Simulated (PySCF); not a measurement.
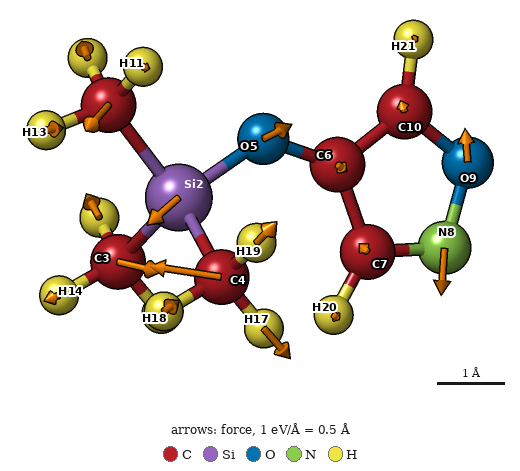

Starting geometry of C6H11NO2Si with the computed forces as orange arrows. Style: ball-and-stick. Shown from a free direction.

The start comes from GFN2-xTB. Its atoms were then displaced at random by about 0.01 Å.

Method: PBE0-D3(BJ)/def2-SVP geometry optimisation, gas phase (PySCF). 

Is this structure relaxed? If not, where do the atoms go?

It isn't relaxed: the largest force vector, on a C atom, is 2.21 eV/Å. The final displacements have little in common with the starting forces (cosine between the two patterns 0.25). The energy falls by 20.3 kJ/mol in 6 geometry steps. The atom that moves furthest after the best rigid fit is an H atom (0.13 Å). Largest moves by element: H 0.13 Å, C 0.10 Å, N 0.08 Å, O 0.05 Å, Si 0.03 Å. Some distances before and after: O–Si 1.660 → 1.700 Å, C–H 1.064 → 1.100 Å, C–Si 1.908 → 1.872 Å, N–O 1.322 → 1.353 Å. Among the angles between lasting bonds that change: H–C–H 104.1° → 108.1°, N–C–H 122.9° → 119.3°, C–Si–O 100.1° → 103.4°. The run took 2.7 min on 1 thread of Intel(R) Xeon(R) Platinum 8488C (shared host).
